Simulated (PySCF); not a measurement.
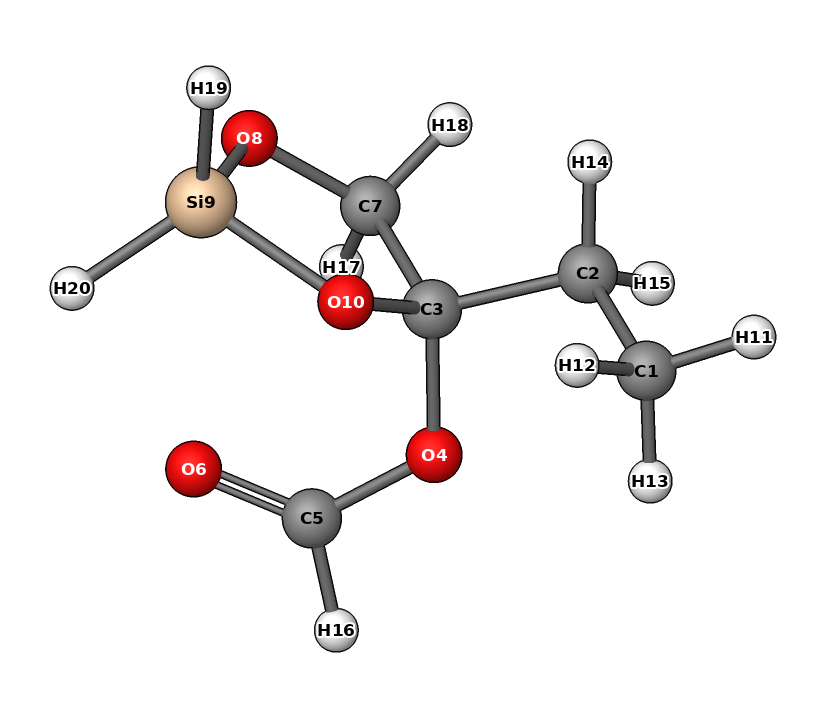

The questions are on Hirshfeld charges. The geometry was computed by an optimisation with GFN2-xTB. No frequency run is at hand to confirm it as a minimum. Level of theory: PBE0/pcSseg-1, gas phase (PySCF 2.14.0).

Question: Which atom carries the highest charge (most positive or least negative)?

Answer: Si9 (0.46 e).

Question: And the lowest?

Answer: O8 (−0.24 e).

Give the Hirshfeld charges atom by atom.

| atom | value (e) |
| --- | --- |
| C1 | −0.12 |
| C2 | −0.08 |
| C3 | 0.16 |
| O4 | −0.09 |
| C5 | 0.18 |
| O6 | −0.22 |
| C7 | −0.01 |
| O8 | −0.24 |
| Si9 | 0.46 |
| O10 | −0.22 |
| H11 | 0.04 |
| H12 | 0.04 |
| H13 | 0.03 |
| H14 | 0.05 |
| H15 | 0.04 |
| H16 | 0.06 |
| H17 | 0.04 |
| H18 | 0.05 |
| H19 | −0.08 |
| H20 | −0.07 |

The geometry is semi-empirical. Around Si such bond lengths and angles can be off by a tenth of an ångström or more and by several degrees, and values that hang on the shape move with them.
